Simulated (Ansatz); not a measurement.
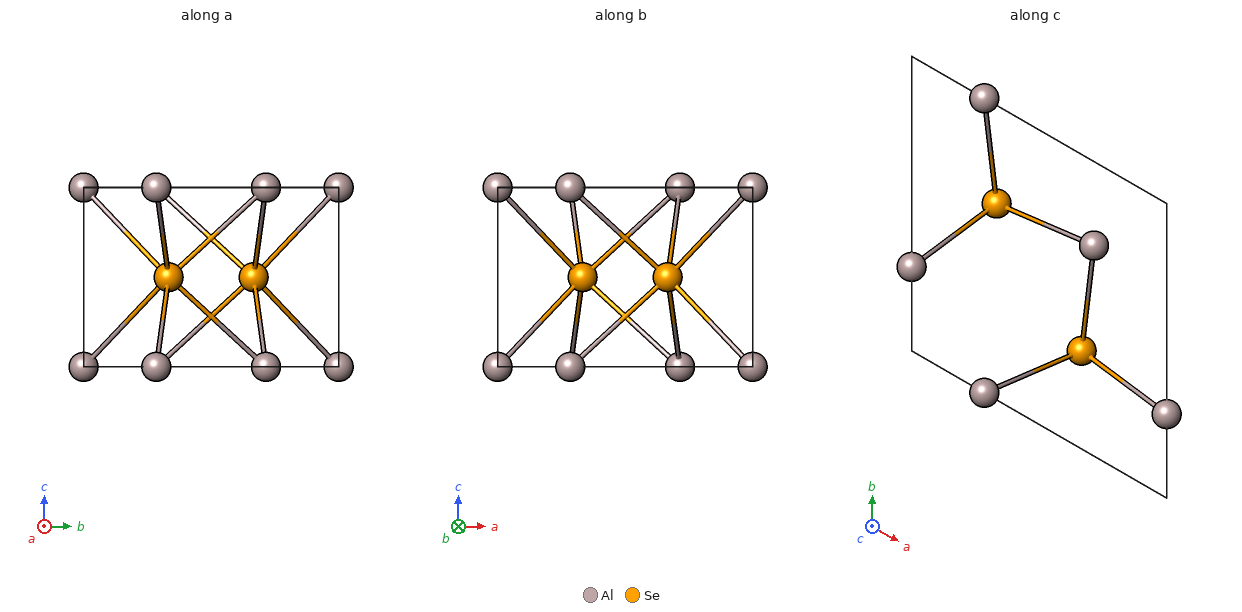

This ball-and-stick model is shown along the a axis, along the b axis and along the c axis. Atoms at the boundary of the conventional unit cell (the box) are drawn once for each face, edge or corner they touch.

Lattice parameters: a = 5.8210 Å, b = 5.8210 Å, c = 3.5439 Å, α = 90.000°, β = 90.000°, γ = 120.000°.

**Transcribe the picture into a CIF with its space group and independent sites, with free fractional coordinates to two decimals.**

```cif
data_structure
_symmetry_space_group_name_H-M 'P -6 2 m'
_symmetry_Int_Tables_number 189
_cell_length_a 5.8210
_cell_length_b 5.8210
_cell_length_c 3.5439
_cell_angle_alpha 90.000
_cell_angle_beta 90.000
_cell_angle_gamma 120.000
_cell_volume 103.99
loop_
_atom_site_label
_atom_site_type_symbol
_atom_site_symmetry_multiplicity
_atom_site_Wyckoff_symbol
_atom_site_fract_x
_atom_site_fract_y
_atom_site_fract_z
_atom_site_occupancy
Al1 Al 3 f 0.29 0.00 0.00 1
Se1 Se 2 d 0.6667 0.3333 0.50 1
```

It goes back to a random cell made by a generator, so it need not be a real form of the compound. What is shown is the relaxed result from DFT PBE, scalar-relativistic, plane waves, PAW (Ansatz 0.2.0).
